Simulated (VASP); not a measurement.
Band structure of Cl (space group Cmce). These are PBEsol GGA, VASP's PBE PAW potentials (set 64) (plane waves; VASP) values and carry that method's errors.

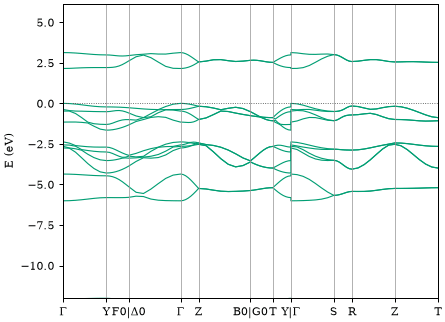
Figure: Bands along high-symmetry lines, zero at the valence-band maximum or, without a gap, the Fermi level

Q: Read the plot: is there a gap, and where are the band edges?

A: The gap is direct, 2.15 eV, from the valence maximum at Γ to the conduction minimum at Γ. (Edges off the drawn lines would not show.)

The structure comes from a computed database's Cl entry (Cmce); how it stands against other phases isn't given here. It was relaxed first, which changed the volume by -6 %.
